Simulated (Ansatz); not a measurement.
## Hypothetical CsCl type NiO: pressure series

The reference is NiO in the CsCl type structure (space group Pm-3m, No. 221; ferromagnetic; a hypothetical phase, not in the database extracts checked).

```xyz
2
Lattice="2.6123 0.0000 0.0000 0.0000 2.6123 0.0000 0.0000 0.0000 2.6123" Properties=species:S:1:pos:R:3 pbc="T T T"
Ni     0.0000     0.0000     0.0000
O      1.3061     1.3061     1.3061
```

Cell and atoms are relaxed at each pressure.

Calculations: Ansatz (a first-principles code) PBE, no spin-orbit coupling.

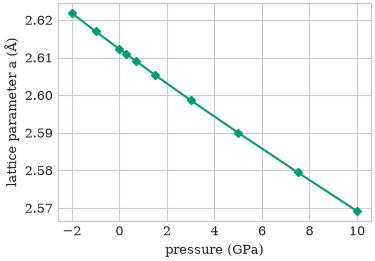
Lattice parameter a against pressure

From the plot, what is the lattice parameter a for pressure 7.5 GPa?

About 2.579 Å.

Is the trend monotonic over the range shown?

Yes, it falls throughout, spanning 2.569 Å to 2.622 Å.

Load acts through the strain it causes; cell and atoms are relaxed under it. Stability against distortions was not tested. Competing high-pressure phases were not computed. Seeded moments were not kept for the base. No Hubbard U is applied and the magnetic state is the run's own (NiO ferromagnetic); small cells can't hold the antiferromagnetic order that many such compounds have, so gaps and moments can be off.
